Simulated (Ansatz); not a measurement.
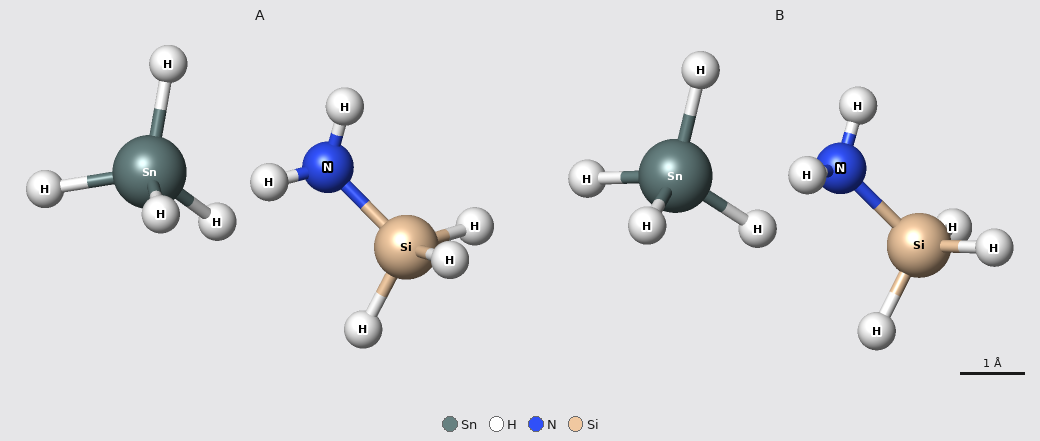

Two geometries of SnSiNH₉, drawn at one scale. One is the start of a relaxation, the other its converged end. Style: ball-and-stick. Shown at a tilt.

Method: RKS PBE/def2-SVP (Ansatz 0.2.0). Settings: no spin polarisation; force threshold 0.03 eV/Å; at most 50 steps.

Which of the two is the end point?

Structure B is the relaxed one. The run prepares an end point of a later path (reaction) calculation, from a guessed geometry. The largest moves after the best rigid fit, 0.81 Å, are those of H atoms. Largest moves by element: H 0.81 Å, N 0.32 Å, Si 0.16 Å, Sn 0.11 Å. Near-neighbour distances that change, for instance: H–N 1.042 → 1.026 Å, H–Sn 1.739 → 1.725 Å. Among the angles between lasting bonds that change: H–Sn–H 108.8° → 111.1°. Over 15 accepted moves (18 points after the start) the energy falls by 8.60 kJ/mol. The largest force component goes from 0.63 to 0.028 eV/Å. The line search rejected the trial steps at points 4, 8, 15 of the run. The forces were under the threshold at step 14, but the run went on from there. Cost: 28 s on 2 threads of AMD EPYC 7R43 64-Core Processor (Zen 3), on a shared host, peak memory 0.16 GiB.
